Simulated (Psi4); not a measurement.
**M06-L/cc-pVDZ run of C3H7F (2-fluoropropane)**

Aim: the energy change on altering one bond length of C3H7F (2-fluoropropane) at M06-L/cc-pVDZ, from 2 runs. 

The results are computed with Psi4 1.11.

### Step 1. The molecule

The species is C3H7F (11 atoms), meant as a singlet with charge 0. As SMILES, `CC(C)F`. Geometry: relaxed at PBE0-D4/def2-TZVP.

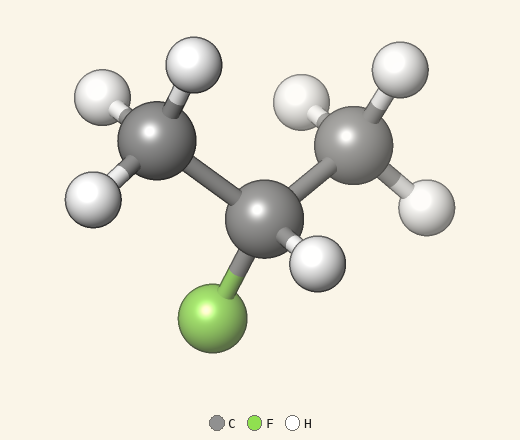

The structure, seen from a chosen angle (carbon grey, fluorine green, hydrogen white).

### Step 2. Energy and forces at M06-L/cc-pVDZ

The input, input.inp:

```
memory 1600 mb

molecule {
  0 1
  C     -0.234500     1.045100    -0.703000
  C     -0.479600    -0.306600    -0.081300
  C      0.626400    -0.766200     0.834700
  F     -0.614100    -1.242400    -1.108400
  H     -1.041900     1.303400    -1.390000
  H     -0.180600     1.814100     0.071000
  H      0.707700     1.043900    -1.256000
  H     -1.436600    -0.307200     0.453700
  H      1.578500    -0.788700     0.299400
  H      0.417300    -1.766700     1.216600
  H      0.722800    -0.085600     1.683800
  symmetry c1
}

set globals {
  basis                cc-pVDZ
  puream               true
  e_convergence        1e-09
  d_convergence        1e-08
  scf_type             pk
  dft_radial_points    99
  dft_spherical_points 590
}

energy_value, wavefunction = gradient('m06-l', return_wfn=True)
oeprop(wavefunction, 'WIBERG_LOWDIN_INDICES', 'MAYER_INDICES', 'LOWDIN_CHARGES')
```

Launch:

```console
psi4 -n 1 input.inp input.out
```

input.out:

```text
[...]
  Running in c1 symmetry.
[...]
  Nuclear repulsion =  133.058599214639941
[...]
  Multiplicity = 1
[...]
  Nalpha       = 17
  Nbeta        = 17
[...]
    Number of basis functions: 91
[...]
   @RKS iter   1:  -218.01190565454058   -2.55652e-01   8.69629e-03 ADIIS/DIIS
[...]
   @RKS iter  12:  -218.35660708489752   -9.37916e-13   1.38725e-09 DIIS
[...]
    Orbital Energies [Eh]
    ---------------------
    Doubly Occupied:
       1A    -24.472086     2A    -10.127726     3A    -10.052999
       4A    -10.052987     5A     -1.152902     6A     -0.752071
       7A     -0.663242     8A     -0.555763     9A     -0.458480
      10A     -0.428380    11A     -0.412502    12A     -0.362367
      13A     -0.359725    14A     -0.346207    15A     -0.335585
      16A     -0.284848    17A     -0.278380
[...]
  @RKS Final Energy:  -218.35660708489752
   => Energetics <=
    Nuclear Repulsion Energy =            133.0585992146399406
    One-Electron Energy =                -561.4923233727590741
    Two-Electron Energy =                 239.4852149898194398
    DFT Exchange-Correlation Energy =     -29.4080979165978071
    Empirical Dispersion Energy =           0.0000000000000000
    VV10 Nonlocal Energy =                  0.0000000000000000
    Total Energy =                       -218.3566070848975187
[...]
 Multipole Moments:
 ------------------------------------------------------------------------------------
     Multipole            Electronic (a.u.)      Nuclear  (a.u.)        Total (a.u.)
 ------------------------------------------------------------------------------------
 L = 1.  Multiply by 2.5417464519 to convert [e a0] to [Debye]
 Dipole X            :         -2.2641803            2.3802645            0.1160842
 Dipole Y            :         -3.8937708            4.3660588            0.4722881
 Dipole Z            :         -3.3188716            3.8102795            0.4914078
 Magnitude           :                                                    0.6913850
[...]
  -Total Gradient:
     Atom            X                  Y                   Z
    ------   -----------------  -----------------  -----------------
       1        0.001432087014     0.004571272309    -0.003218436723
       2       -0.004788146183    -0.002963234373    -0.000752288472
       3        0.004633582781    -0.002245412071     0.002530575261
       4        0.000246942957     0.004384393512     0.005011343560
       5        0.002582707717    -0.001379046471     0.002843505179
       6       -0.000438306369    -0.003491484067    -0.002297482487
       7       -0.003530048074    -0.000460761987     0.002477106310
       8        0.004805315596    -0.000548131882    -0.003342263726
       9       -0.003965173148     0.000447603145     0.001710271947
      10        0.000135724617     0.003777091268    -0.001549922511
      11       -0.001073796410    -0.002088265229    -0.003430352150
[...]
```

It took 44 s on 1 thread of Intel Xeon 6975P-C (Granite Rapids), shared host; peak memory 1 GiB.

### Step 3. The distorted shape

The input, calc.py:

```python
import psi4

psi4.set_memory(1600000000)
psi4.set_num_threads(1)
psi4.core.set_output_file('c3h7f.out', False)

mol = psi4.geometry("""
0 1
C     -0.375854     1.045280    -0.620036
C     -0.620954    -0.306420     0.001664
C      0.485046    -0.766020     0.917664
F     -0.755454    -1.242220    -1.025436
H     -1.183254     1.303580    -1.307036
H     -0.321954     1.814280     0.153964
H      0.707700     1.043900    -1.256000
H     -1.577954    -0.307020     0.536664
H      1.437146    -0.788520     0.382364
H      0.275946    -1.766520     1.299564
H      0.581446    -0.085420     1.766764
symmetry c1
""")

psi4.set_options({
    'puream': True,
    'e_convergence': 1e-09,
    'd_convergence': 1e-08,
    'scf_type': 'pk',
    'dft_radial_points': 99,
    'dft_spherical_points': 590,
})

e, wfn = psi4.gradient("m06-l/cc-pVDZ", return_wfn=True)
psi4.oeprop(wfn, "QUADRUPOLE", "WIBERG_LOWDIN_INDICES", "MAYER_INDICES")
print('gradient / Eh bohr^-1')
print(e.np.round(6))
print(f'energy = {wfn.energy():.10f} Eh')
```

Launch:

```console
python calc.py
```

c3h7f.out, shortened:

```text
[...]
  Running in c1 symmetry.
[...]
  Nuclear repulsion =  132.459215777304593
[...]
  Multiplicity = 1
[...]
  Nalpha       = 17
  Nbeta        = 17
[...]
    Number of basis functions: 91
[...]
   @RKS iter   1:  -217.99992833314292   -2.88878e-01   8.64887e-03 ADIIS/DIIS
[...]
   @RKS iter  12:  -218.34519717046908   -2.18847e-12   6.14228e-09 DIIS
[...]
    Orbital Energies [Eh]
    ---------------------
    Doubly Occupied:
       1A    -24.472774     2A    -10.129812     3A    -10.068215
       4A    -10.053465     5A     -1.153560     6A     -0.751108
       7A     -0.659430     8A     -0.552878     9A     -0.457886
      10A     -0.429388    11A     -0.411967    12A     -0.363204
      13A     -0.354161    14A     -0.338632    15A     -0.333757
      16A     -0.285779    17A     -0.278959
[...]
  @RKS Final Energy:  -218.34519717046908
   => Energetics <=
    Nuclear Repulsion Energy =            132.4592157773045926
    One-Electron Energy =                -560.3094819562470548
    Two-Electron Energy =                 238.8589403552831527
    DFT Exchange-Correlation Energy =     -29.3538713468098109
    Empirical Dispersion Energy =           0.0000000000000000
    VV10 Nonlocal Energy =                  0.0000000000000000
    Total Energy =                       -218.3451971704690777
[...]
  -Total Gradient:
     Atom            X                  Y                   Z
    ------   -----------------  -----------------  -----------------
       1       -0.052908160685     0.005704594648     0.028160451969
       2       -0.008880993488    -0.002424946116     0.001980982340
       3        0.004782881913    -0.001999870061     0.002135284389
       4        0.000702149394     0.004407125542     0.004392868485
       5        0.001034845874    -0.001534152524     0.004836250211
       6       -0.002569676843    -0.004154056235    -0.001804684217
       7        0.057331932882    -0.000517845971    -0.033315569583
       8        0.005134121266    -0.001504318025    -0.003205147558
       9       -0.003731373663     0.000348668510     0.001854210007
      10        0.000210992228     0.003781968048    -0.001617478668
      11       -0.001074265859    -0.002106453673    -0.003433762169
[...]
```

Standard output:

```text
gradient / Eh bohr^-1
[[-0.052908  0.005705  0.02816 ]
 [-0.008881 -0.002425  0.001981]
 [ 0.004783 -0.002     0.002135]
 [ 0.000702  0.004407  0.004393]
 [ 0.001035 -0.001534  0.004836]
 [-0.00257  -0.004154 -0.001805]
 [ 0.057332 -0.000518 -0.033316]
 [ 0.005134 -0.001504 -0.003205]
 [-0.003731  0.000349  0.001854]
 [ 0.000211  0.003782 -0.001617]
 [-0.001074 -0.002106 -0.003434]]
energy = -218.3451971705 Eh
```

Run time: 43 s. Hardware: 1 thread of Intel Xeon 6975P-C (Granite Rapids), shared host; peak memory 1 GiB.

### Step 4. Outcome

Level: M06-L/cc-pVDZ.

| quantity | value |
| --- | --- |
| first shape: total energy | -218.35661 Eh |
| first shape: dipole moment | 1.76 D |
| first shape: HOMO energy | -7.58 eV |
| first shape: LUMO energy | 1.99 eV |
| first shape: HOMO–LUMO gap | 9.56 eV |
| first shape: largest force on an atom | 0.343 eV/Å |
| distorted shape: total energy | -218.34520 Eh |
| distorted shape: dipole moment | 1.77 D |
| distorted shape: HOMO energy | -7.59 eV |
| distorted shape: LUMO energy | 1.74 eV |
| distorted shape: HOMO–LUMO gap | 9.33 eV |
| distorted shape: largest force on an atom | 3.410 eV/Å |
| energy change with the C1–H7 bond stretched from 1.092 to 1.256 Å | 0.310 eV |

**Reading.** With the C1–H7 bond stretched from 1.092 to 1.256 Å the energy rises by 0.31 eV (30.0 kJ/mol). The first shape isn't relaxed at this level, so the change isn't measured from a minimum. The largest force (first shape) is 0.34 eV/Å: the shape isn't a stationary point for this species at this level.
